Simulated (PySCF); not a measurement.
**HPO (PHO): electronic excitations at several levels of theory**

How much do the electronic excitations of HPO (PHO) (`O=P`) depend on the level of theory, and what does each level cost?

The runs use PySCF 2.14.0, with density-fitted response routines of our own; the level of theory stands in each step. All values are computed, except where a source is named. Atoms count from 0, in the outputs and in this text.

### 1 The starting structure

3 atoms, charge 0, multiplicity 1; geometry from: GFN2-xTB.

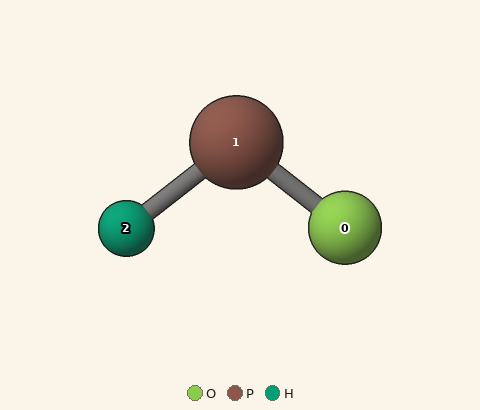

As it starts; oxygen green, phosphorus brown, hydrogen teal, atoms numbered.

### 2 Geometry optimisation at PBE0-D3(BJ)/def2-SVP

What the job is given:

```
{"job": {"xc": "PBE0", "basis": "def2-SVP", "d3": "d3bj", "grid": 1, "kind": "geom"}, "charge": 0, "multiplicity": 1}
O      1.161240    -0.280870    -0.003430
P      0.002770     0.599730    -0.026370
H     -1.141050    -0.323930     0.004700
```

Log:

```text
step   0  E = -416.75619402  max force = 0.044791
step   1  E = -416.75801757  max force = 0.010267
step   2  E = -416.75822785  max force = 0.003213
step   3  E = -416.75825058  max force = 0.000149
step   4  E = -416.75825087  max force = 0.000058
optimisation converged
```

It took 1.9 s on 1 thread, shared host.

Step by step:

```tsv
step	energy from step 0 (eV)	largest force component (eV/Å)
0	0.0000	2.3032
1	-0.0496	0.5280
2	-0.0553	0.1652
3	-0.0560	0.0077
4	-0.0560	0.0030
```

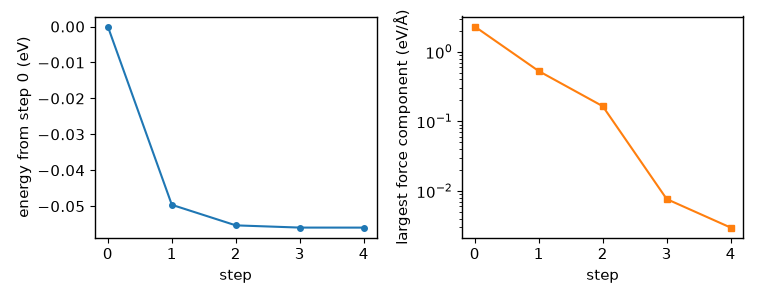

Energy and force, step by step.

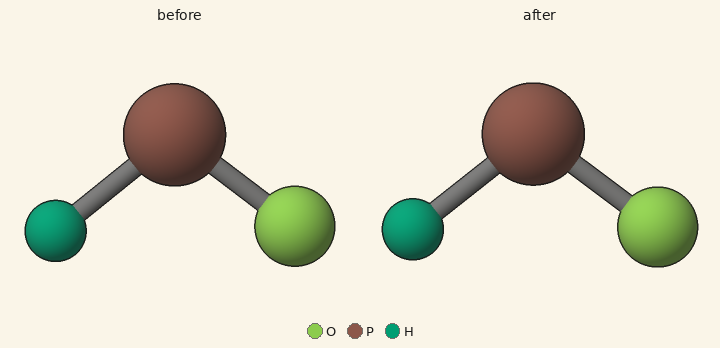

The geometry before (left) and after (right).

Close pairs (by a distance rule), those that changed most:

```tsv
bond	before (Å)	after (Å)	change (Å)
O0–P1	1.455	1.495	+0.040
P1–H2	1.471	1.478	+0.007
```

The end geometry stands in the next job.

```tsv
at the end point	value
point group (found at 0.08 Å tolerance)	Cs
rotational constants (GHz, main isotopes)	260.1, 20.681, 19.158
dipole moment (D)	2.25
```

### 3 Excited states and response: HF/def2-SVPD

What the job is given:

```
{"job": {"kind": "uv", "xc": "HF", "basis": "def2-SVPD", "ip": true}, "charge": 0, "multiplicity": 1}
O      1.192176    -0.293743    -0.001135
P     -0.004908     0.602175    -0.026732
H     -1.164309    -0.313501     0.002767
```

With the program's defaults for keys left out, this is: TDDFT HF/def2-SVPD, vertical, gas phase, core orbitals frozen in the response.

Log:

```text
final grid: 28512 points
cycle   1  E = -415.8829212137  dE =  2.179e-02  |g| = 6.329e-01  |ddm| = 1.777e+00
cycle   2  E = -415.9014946167  dE = -1.857e-02  |g| = 6.309e-01  |ddm| = 9.816e-01
cycle   3  E = -415.9822683856  dE = -8.077e-02  |g| = 4.353e-02  |ddm| = 4.610e-01
cycle   4  E = -415.9831576368  dE = -8.893e-04  |g| = 1.369e-02  |ddm| = 8.036e-02
cycle   5  E = -415.9832965231  dE = -1.389e-04  |g| = 5.253e-03  |ddm| = 3.017e-02
cycle   6  E = -415.9833273903  dE = -3.087e-05  |g| = 2.299e-03  |ddm| = 1.432e-02
cycle   7  E = -415.9833325910  dE = -5.201e-06  |g| = 4.824e-04  |ddm| = 7.209e-03
cycle   8  E = -415.9833327887  dE = -1.977e-07  |g| = 7.825e-05  |ddm| = 1.564e-03
cycle   9  E = -415.9833327959  dE = -7.242e-09  |g| = 2.993e-05  |ddm| = 2.874e-04
cycle  10  E = -415.9833327971  dE = -1.144e-09  |g| = 7.625e-06  |ddm| = 1.280e-04
cycle  11  E = -415.9833327972  dE = -6.509e-11  |g| = 2.397e-06  |ddm| = 2.933e-05
converged SCF energy = -415.9833327972

Static polarisability (au): isotropic 26.675, principal 22.078 26.559 31.387

Singlet excitations
state   eV       nm        f      main configurations
  1   2.7000    459.2   0.00497   H->L 0.94
  2   5.9872    207.1   0.01098   H-2->L 0.92
  3   6.7596    183.4   0.03424   H-1->L 0.61, H->L+2 0.22, H->L+1 0.09
  4   7.3250    169.3   0.10329   H->L+2 0.53, H-1->L 0.28, H->L+1 0.10
  5   7.5535    164.1   0.00002   H-3->L 0.91
  6   8.1703    151.7   0.22724   H->L+1 0.75, H->L+2 0.17
  7   9.6879    128.0   0.14073   H->L+3 0.79, H->L+6 0.11
  8  10.0730    123.1   0.01693   H-1->L+2 0.59, H-1->L+1 0.23, H->L+7 0.10
  9  10.6994    115.9   0.11783   H->L+7 0.72, H->L+5 0.10
 10  10.7566    115.3   0.08458   H->L+4 0.79

Triplet excitations (Tamm-Dancoff, eV): 1.5193 3.5714 4.9813 5.6916
Vertical ionisation energy (delta-SCF) = 9.3904 eV
```

It took 0.5 s on 1 thread, shared host.

Frontier orbitals and where they lie:

```tsv
orbital	eV	atoms
HOMO−3	-16.52	O0 61 %, P1 26 %, H2 13 %
HOMO−2	-14.99	O0 68 %, P1 30 %
HOMO−1	-13.93	O0 73 %, P1 26 %
HOMO	-10.89	P1 52 %, O0 29 %, H2 19 %
LUMO	0.30	P1 62 %, O0 27 %, H2 11 %
LUMO+1	2.99	P1 70 %, H2 19 %, O0 11 %
LUMO+2	3.47	P1 54 %, H2 25 %, O0 21 %
```

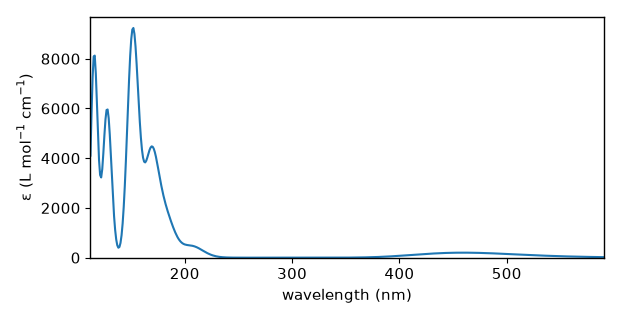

Absorption spectrum: each of the 10 states is a Gaussian band of 0.4 eV half-width at 1/e. Beyond the last state computed it falls off for lack of states.

Ground-state properties from the same run:

```tsv
property	computed
dipole moment (D)	2.93
polarisability (Å³)	3.95
HOMO–LUMO gap (eV)	11.19
−ε(HOMO) (eV)	10.89
```

### 4 Excited states and response: LDA/def2-SVPD

What the job is given:

```
{"job": {"kind": "uv", "xc": "LDA", "basis": "def2-SVPD", "ip": true}, "charge": 0, "multiplicity": 1}
O      1.192176    -0.293743    -0.001135
P     -0.004908     0.602175    -0.026732
H     -1.164309    -0.313501     0.002767
```

Level: TDDFT LDA/def2-SVPD, vertical, gas phase, core orbitals frozen in the response.

Log:

```text
coarse grid: 3336 points
cycle   1  E = -414.9477709821  dE =  2.953e-01  |g| = 9.063e-01  |ddm| = 1.895e+00
cycle   2  E = -411.5069261208  dE =  3.441e+00  |g| = 3.424e+00  |ddm| = 3.358e+00
cycle   3  E = -415.1286711973  dE = -3.622e+00  |g| = 1.619e-01  |ddm| = 2.961e+00
cycle   4  E = -415.1304632202  dE = -1.792e-03  |g| = 1.095e-01  |ddm| = 2.713e-01
cycle   5  E = -415.1339856496  dE = -3.522e-03  |g| = 3.878e-02  |ddm| = 1.296e-01
cycle   6  E = -415.1342900520  dE = -3.044e-04  |g| = 1.600e-02  |ddm| = 3.312e-02
cycle   7  E = -415.1343475829  dE = -5.753e-05  |g| = 2.214e-03  |ddm| = 1.491e-02
cycle   8  E = -415.1343488209  dE = -1.238e-06  |g| = 5.632e-04  |ddm| = 2.188e-03
final grid: 28512 points
cycle   9  E = -415.1887745490  dE = -1.913e-06  |g| = 2.115e-03  |ddm| = 8.075e-03
cycle  10  E = -415.1887646960  dE =  9.853e-06  |g| = 7.077e-03  |ddm| = 6.861e-03
cycle  11  E = -415.1887753598  dE = -1.066e-05  |g| = 8.983e-04  |ddm| = 5.024e-03
cycle  12  E = -415.1887755853  dE = -2.256e-07  |g| = 8.235e-05  |ddm| = 1.372e-03
cycle  13  E = -415.1887755878  dE = -2.490e-09  |g| = 1.392e-05  |ddm| = 1.730e-04
cycle  14  E = -415.1887755879  dE = -7.310e-11  |g| = 3.930e-06  |ddm| = 2.594e-05
converged SCF energy = -415.1887755879

Static polarisability (au): isotropic 28.838, principal 22.848 29.202 34.465

Singlet excitations
state   eV       nm        f      main configurations
  1   2.1924    565.5   0.00204   H->L 0.99
  2   5.2301    237.1   0.00629   H-1->L 0.98
  3   5.8692    211.2   0.00950   H->L+1 0.94
  4   6.3121    196.4   0.00000   H-3->L 0.99
  5   6.6592    186.2   0.11742   H->L+2 0.79, H-2->L 0.15
  6   7.0749    175.2   0.07488   H-2->L 0.67, H->L+3 0.11, H->L+2 0.10
  7   8.1514    152.1   0.04168   H->L+3 0.78, H-1->L+1 0.08
  8   8.8992    139.3   0.01344   H->L+4 0.93
  9   8.9976    137.8   0.10357   H->L+5 0.73, H-1->L+1 0.25
 10   9.2116    134.6   0.07695   H-1->L+1 0.52, H->L+5 0.24

Triplet excitations (Tamm-Dancoff, eV): 1.4488 4.4177 4.4720 5.2904
Vertical ionisation energy (delta-SCF) = 10.2791 eV
Vertical electron affinity (delta-SCF) = 0.9182 eV
```

Run time: 2.5 s. Hardware: 1 thread, shared host.

Key values: HOMO -6.33 eV, LUMO -4.55 eV; lowest singlet 2.19 eV.

### 5 TDDFT and polarisability: PBE/def2-SVPD

What the job is given:

```
{"job": {"kind": "uv", "xc": "PBE", "basis": "def2-SVPD", "ip": true}, "charge": 0, "multiplicity": 1}
O      1.192176    -0.293743    -0.001135
P     -0.004908     0.602175    -0.026732
H     -1.164309    -0.313501     0.002767
```

Method: TDDFT PBE/def2-SVPD, vertical, gas phase, core orbitals frozen in the response.

Log:

```text
coarse grid: 3336 points
cycle   1  E = -416.4926367365  dE =  2.998e-01  |g| = 9.161e-01  |ddm| = 1.881e+00
cycle   2  E = -413.0118871168  dE =  3.481e+00  |g| = 3.431e+00  |ddm| = 3.326e+00
cycle   3  E = -416.6776599346  dE = -3.666e+00  |g| = 1.507e-01  |ddm| = 2.953e+00
cycle   4  E = -416.6791321331  dE = -1.472e-03  |g| = 1.107e-01  |ddm| = 2.967e-01
cycle   5  E = -416.6828217228  dE = -3.690e-03  |g| = 3.854e-02  |ddm| = 1.377e-01
cycle   6  E = -416.6831344163  dE = -3.127e-04  |g| = 1.585e-02  |ddm| = 3.287e-02
cycle   7  E = -416.6831905617  dE = -5.615e-05  |g| = 1.918e-03  |ddm| = 1.328e-02
cycle   8  E = -416.6831915181  dE = -9.563e-07  |g| = 4.760e-04  |ddm| = 1.910e-03
final grid: 28512 points
cycle   9  E = -416.7528177166  dE =  1.773e-05  |g| = 1.197e-02  |ddm| = 2.685e-02
cycle  10  E = -416.7524240334  dE =  3.937e-04  |g| = 4.419e-02  |ddm| = 3.585e-02
cycle  11  E = -416.7528454791  dE = -4.214e-04  |g| = 2.337e-03  |ddm| = 2.958e-02
cycle  12  E = -416.7528470868  dE = -1.608e-06  |g| = 2.463e-04  |ddm| = 3.281e-03
cycle  13  E = -416.7528471087  dE = -2.189e-08  |g| = 2.566e-05  |ddm| = 4.301e-04
cycle  14  E = -416.7528471090  dE = -2.538e-10  |g| = 6.896e-06  |ddm| = 4.760e-05
converged SCF energy = -416.7528471090

Static polarisability (au): isotropic 28.658, principal 22.772 28.983 34.219

Singlet excitations
state   eV       nm        f      main configurations
  1   2.2786    544.1   0.00229   H->L 0.99
  2   5.2333    236.9   0.00669   H-1->L 0.98
  3   5.9160    209.6   0.00908   H->L+1 0.93
  4   6.3429    195.5   0.00000   H-3->L 0.99
  5   6.6848    185.5   0.10565   H->L+2 0.74, H-2->L 0.21
  6   7.0172    176.7   0.07899   H-2->L 0.59, H->L+2 0.16, H->L+3 0.11
  7   8.1339    152.4   0.04446   H->L+3 0.78
  8   8.9302    138.8   0.08376   H->L+5 0.81, H-1->L+1 0.18
  9   8.9508    138.5   0.00442   H->L+4 0.89
 10   9.1538    135.4   0.00489   H->L+6 0.88, H-2->L+1 0.12

Triplet excitations (Tamm-Dancoff, eV): 1.4094 4.2121 4.2976 5.2182
Vertical ionisation energy (delta-SCF) = 10.1395 eV
Vertical electron affinity (delta-SCF) = 0.8293 eV
```

Wall time 3.8 s (1 thread, shared host).

This run: HOMO -6.26 eV, LUMO -4.36 eV; lowest singlet 2.28 eV.

### 6 Excited states and response: B3LYP/def2-SVPD

What the job is given:

```
{"job": {"kind": "uv", "xc": "B3LYP", "basis": "def2-SVPD", "ip": true}, "charge": 0, "multiplicity": 1}
O      1.192176    -0.293743    -0.001135
P     -0.004908     0.602175    -0.026732
H     -1.164309    -0.313501     0.002767
```

Method: TDDFT B3LYP/def2-SVPD, vertical, gas phase, core orbitals frozen in the response.

Log:

```text
coarse grid: 3336 points
cycle   1  E = -416.7758974097  dE =  2.481e-01  |g| = 8.770e-01  |ddm| = 1.830e+00
cycle   2  E = -415.0171376334  dE =  1.759e+00  |g| = 2.738e+00  |ddm| = 2.468e+00
cycle   3  E = -416.9488565693  dE = -1.932e+00  |g| = 6.654e-02  |ddm| = 1.996e+00
cycle   4  E = -416.9495256675  dE = -6.691e-04  |g| = 5.571e-02  |ddm| = 1.577e-01
cycle   5  E = -416.9503384016  dE = -8.127e-04  |g| = 1.707e-02  |ddm| = 5.561e-02
cycle   6  E = -416.9504003598  dE = -6.196e-05  |g| = 5.801e-03  |ddm| = 1.414e-02
cycle   7  E = -416.9504076094  dE = -7.250e-06  |g| = 6.311e-04  |ddm| = 4.429e-03
final grid: 28512 points
cycle   8  E = -417.0049794845  dE =  1.145e-07  |g| = 3.618e-03  |ddm| = 8.405e-03
cycle   9  E = -417.0049618255  dE =  1.766e-05  |g| = 9.868e-03  |ddm| = 8.335e-03
cycle  10  E = -417.0049821348  dE = -2.031e-05  |g| = 1.577e-04  |ddm| = 6.276e-03
cycle  11  E = -417.0049821418  dE = -6.962e-09  |g| = 1.584e-05  |ddm| = 2.390e-04
cycle  12  E = -417.0049821418  dE = -7.395e-11  |g| = 5.682e-06  |ddm| = 3.549e-05
converged SCF energy = -417.0049821418

Static polarisability (au): isotropic 28.056, principal 22.443 28.273 33.451

Singlet excitations
state   eV       nm        f      main configurations
  1   2.3817    520.6   0.00266   H->L 0.99
  2   5.3749    230.7   0.00734   H-1->L 0.98
  3   6.1797    200.6   0.00865   H->L+1 0.86, H-2->L 0.10
  4   6.5852    188.3   0.00002   H-3->L 0.99
  5   6.8637    180.6   0.08836   H-2->L 0.59, H->L+2 0.31
  6   7.1837    172.6   0.13427   H->L+2 0.63, H-2->L 0.19, H->L+1 0.08
  7   8.5148    145.6   0.06040   H->L+3 0.87
  8   9.2638    133.8   0.00200   H-2->L+1 0.57, H->L+5 0.37
  9   9.3560    132.5   0.08230   H->L+4 0.85, H-1->L+1 0.13
 10   9.4292    131.5   0.04884   H->L+5 0.54, H-2->L+1 0.41

Triplet excitations (Tamm-Dancoff, eV): 1.5187 4.0904 4.4548 5.4674
Vertical ionisation energy (delta-SCF) = 10.3449 eV
Vertical electron affinity (delta-SCF) = 0.9270 eV
```

Wall time 3.3 s (1 thread, shared host).

In short: HOMO -7.43 eV, LUMO -3.61 eV; lowest singlet 2.38 eV.

### 7 TDDFT and polarisability: PBE0/def2-SVPD

What the job is given:

```
{"job": {"kind": "uv", "xc": "PBE0", "basis": "def2-SVPD", "ip": true}, "charge": 0, "multiplicity": 1}
O      1.192176    -0.293743    -0.001135
P     -0.004908     0.602175    -0.026732
H     -1.164309    -0.313501     0.002767
```

Level: TDDFT PBE0/def2-SVPD, vertical, gas phase, core orbitals frozen in the response.

Log:

```text
coarse grid: 3336 points
cycle   1  E = -416.5663354799  dE =  2.177e-01  |g| = 8.125e-01  |ddm| = 1.844e+00
cycle   2  E = -415.3185120821  dE =  1.248e+00  |g| = 2.379e+00  |ddm| = 2.218e+00
cycle   3  E = -416.7173321794  dE = -1.399e+00  |g| = 4.794e-02  |ddm| = 1.731e+00
cycle   4  E = -416.7178361341  dE = -5.040e-04  |g| = 3.798e-02  |ddm| = 1.188e-01
cycle   5  E = -416.7181969344  dE = -3.608e-04  |g| = 1.134e-02  |ddm| = 3.634e-02
cycle   6  E = -416.7182250088  dE = -2.807e-05  |g| = 3.378e-03  |ddm| = 1.039e-02
cycle   7  E = -416.7182274293  dE = -2.421e-06  |g| = 5.996e-04  |ddm| = 2.690e-03
final grid: 28512 points
cycle   8  E = -416.7709445297  dE =  2.718e-06  |g| = 7.356e-03  |ddm| = 2.049e-02
cycle   9  E = -416.7708898530  dE =  5.468e-05  |g| = 1.775e-02  |ddm| = 1.595e-02
cycle  10  E = -416.7709552872  dE = -6.543e-05  |g| = 7.471e-04  |ddm| = 1.169e-02
cycle  11  E = -416.7709554421  dE = -1.549e-07  |g| = 5.047e-05  |ddm| = 1.137e-03
cycle  12  E = -416.7709554429  dE = -8.222e-10  |g| = 1.148e-05  |ddm| = 9.352e-05
converged SCF energy = -416.7709554429

Static polarisability (au): isotropic 27.857, principal 22.435 28.050 33.084

Singlet excitations
state   eV       nm        f      main configurations
  1   2.3673    523.7   0.00277   H->L 0.99
  2   5.4379    228.0   0.00774   H-1->L 0.98
  3   6.2639    197.9   0.00897   H->L+1 0.86, H-2->L 0.10
  4   6.6811    185.6   0.00000   H-3->L 0.99
  5   6.9517    178.4   0.08731   H-2->L 0.66, H->L+2 0.23
  6   7.3486    168.7   0.15333   H->L+2 0.71, H-2->L 0.13
  7   8.6823    142.8   0.05805   H->L+3 0.88
  8   9.4085    131.8   0.00049   H-2->L+1 0.55, H->L+5 0.39
  9   9.5727    129.5   0.09569   H->L+4 0.84, H-1->L+1 0.13
 10   9.5962    129.2   0.06736   H->L+5 0.47, H-2->L+1 0.44

Triplet excitations (Tamm-Dancoff, eV): 1.4316 4.0280 4.4509 5.4420
Vertical ionisation energy (delta-SCF) = 10.2944 eV
Vertical electron affinity (delta-SCF) = 0.9732 eV
```

It took 3.1 s on 1 thread, shared host.

In short: HOMO -7.63 eV, LUMO -3.39 eV; lowest singlet 2.37 eV.

### 8 Ultraviolet spectrum: BHandHLYP/def2-SVPD

What the job is given:

```
{"job": {"kind": "uv", "xc": "BHandHLYP", "basis": "def2-SVPD", "ip": true}, "charge": 0, "multiplicity": 1}
O      1.192176    -0.293743    -0.001135
P     -0.004908     0.602175    -0.026732
H     -1.164309    -0.313501     0.002767
```

With the program's defaults for keys left out, this is: TDDFT BHandHLYP/def2-SVPD, vertical, gas phase, core orbitals frozen in the response.

Log:

```text
coarse grid: 3336 points
cycle   1  E = -416.7677887387  dE =  1.565e-01  |g| = 7.674e-01  |ddm| = 1.792e+00
cycle   2  E = -416.3081763839  dE =  4.596e-01  |g| = 1.636e+00  |ddm| = 1.656e+00
cycle   3  E = -416.9041964021  dE = -5.960e-01  |g| = 3.692e-02  |ddm| = 1.128e+00
cycle   4  E = -416.9046932548  dE = -4.969e-04  |g| = 1.755e-02  |ddm| = 7.900e-02
cycle   5  E = -416.9047717100  dE = -7.846e-05  |g| = 5.033e-03  |ddm| = 1.980e-02
cycle   6  E = -416.9047808240  dE = -9.114e-06  |g| = 1.285e-03  |ddm| = 7.890e-03
final grid: 28512 points
cycle   7  E = -416.9397183840  dE = -8.954e-07  |g| = 2.102e-03  |ddm| = 5.767e-03
cycle   8  E = -416.9397164652  dE =  1.919e-06  |g| = 3.878e-03  |ddm| = 3.827e-03
cycle   9  E = -416.9397194390  dE = -2.974e-06  |g| = 1.584e-04  |ddm| = 2.390e-03
cycle  10  E = -416.9397194530  dE = -1.407e-08  |g| = 6.742e-05  |ddm| = 3.025e-04
cycle  11  E = -416.9397194549  dE = -1.827e-09  |g| = 6.511e-06  |ddm| = 1.404e-04
cycle  12  E = -416.9397194549  dE = -2.910e-11  |g| = 1.517e-06  |ddm| = 1.741e-05
converged SCF energy = -416.9397194549

Static polarisability (au): isotropic 27.267, principal 22.109 27.328 32.365

Singlet excitations
state   eV       nm        f      main configurations
  1   2.4968    496.6   0.00335   H->L 0.97
  2   5.6108    221.0   0.00858   H-2->L 0.96
  3   6.4947    190.9   0.01059   H->L+1 0.65, H-1->L 0.24, H->L+2 0.09
  4   6.9757    177.7   0.00001   H-3->L 0.97
  5   7.0224    176.6   0.09538   H-1->L 0.63, H->L+2 0.14, H->L+1 0.14
  6   7.6241    162.6   0.17935   H->L+2 0.76, H->L+1 0.19
  7   9.0524    137.0   0.08905   H->L+3 0.92
  8   9.6069    129.1   0.01263   H-1->L+1 0.77, H->L+7 0.10
  9   9.9577    124.5   0.06630   H->L+7 0.48, H->L+5 0.34, H-1->L+1 0.14
 10   9.9786    124.3   0.07921   H->L+4 0.88

Triplet excitations (Tamm-Dancoff, eV): 1.5615 3.9130 4.6616 5.6652
Vertical ionisation energy (delta-SCF) = 10.3168 eV
Vertical electron affinity (delta-SCF) = 0.9403 eV
```

Wall time 3.3 s (1 thread, shared host).

In short: HOMO -8.92 eV, LUMO -2.31 eV; lowest singlet 2.50 eV.

### 9 Ultraviolet spectrum: CAM-B3LYP/def2-SVPD

What the job is given:

```
{"job": {"kind": "uv", "xc": "CAM-B3LYP", "basis": "def2-SVPD", "ip": true}, "charge": 0, "multiplicity": 1}
O      1.192176    -0.293743    -0.001135
P     -0.004908     0.602175    -0.026732
H     -1.164309    -0.313501     0.002767
```

Method: TDDFT CAM-B3LYP/def2-SVPD, vertical, gas phase, core orbitals frozen in the response.

Log:

```text
coarse grid: 3336 points
cycle   1  E = -416.7588264861  dE =  1.602e-01  |g| = 8.227e-01  |ddm| = 1.791e+00
cycle   2  E = -416.1542978344  dE =  6.045e-01  |g| = 1.861e+00  |ddm| = 1.785e+00
cycle   3  E = -416.9115477984  dE = -7.572e-01  |g| = 3.939e-02  |ddm| = 1.232e+00
cycle   4  E = -416.9120213212  dE = -4.735e-04  |g| = 2.075e-02  |ddm| = 8.162e-02
cycle   5  E = -416.9121180723  dE = -9.675e-05  |g| = 5.777e-03  |ddm| = 1.979e-02
cycle   6  E = -416.9121276104  dE = -9.538e-06  |g| = 1.225e-03  |ddm| = 7.730e-03
final grid: 28512 points
cycle   7  E = -416.9673060687  dE = -1.391e-06  |g| = 2.839e-03  |ddm| = 7.298e-03
cycle   8  E = -416.9673019607  dE =  4.108e-06  |g| = 5.474e-03  |ddm| = 4.920e-03
cycle   9  E = -416.9673077339  dE = -5.773e-06  |g| = 1.138e-04  |ddm| = 3.250e-03
cycle  10  E = -416.9673077401  dE = -6.209e-09  |g| = 6.808e-05  |ddm| = 2.657e-04
cycle  11  E = -416.9673077419  dE = -1.809e-09  |g| = 1.100e-05  |ddm| = 1.304e-04
cycle  12  E = -416.9673077420  dE = -7.117e-11  |g| = 1.869e-06  |ddm| = 2.490e-05
converged SCF energy = -416.9673077420

Static polarisability (au): isotropic 27.771, principal 22.335 27.898 33.081

Singlet excitations
state   eV       nm        f      main configurations
  1   2.3934    518.0   0.00283   H->L 0.99
  2   5.5102    225.0   0.00779   H-1->L 0.98
  3   6.2830    197.3   0.00972   H->L+1 0.81, H-2->L 0.09, H->L+2 0.09
  4   6.7655    183.3   0.00000   H-3->L 0.99
  5   6.9845    177.5   0.09105   H-2->L 0.68, H->L+2 0.21
  6   7.3647    168.3   0.14715   H->L+2 0.69, H->L+1 0.15, H-2->L 0.12
  7   8.7272    142.1   0.07729   H->L+3 0.91
  8   9.4385    131.4   0.00170   H-2->L+1 0.54, H->L+7 0.27, H->L+5 0.16
  9   9.6167    128.9   0.07888   H->L+4 0.86
 10   9.6428    128.6   0.05789   H-2->L+1 0.41, H->L+5 0.30, H->L+7 0.26

Triplet excitations (Tamm-Dancoff, eV): 1.5079 4.1204 4.5809 5.5122
Vertical ionisation energy (delta-SCF) = 10.3938 eV
Vertical electron affinity (delta-SCF) = 0.9748 eV
```

It took 3.9 s on 1 thread, shared host.

Key values: HOMO -9.01 eV, LUMO -2.17 eV; lowest singlet 2.39 eV.

[end of part 1 of 2]
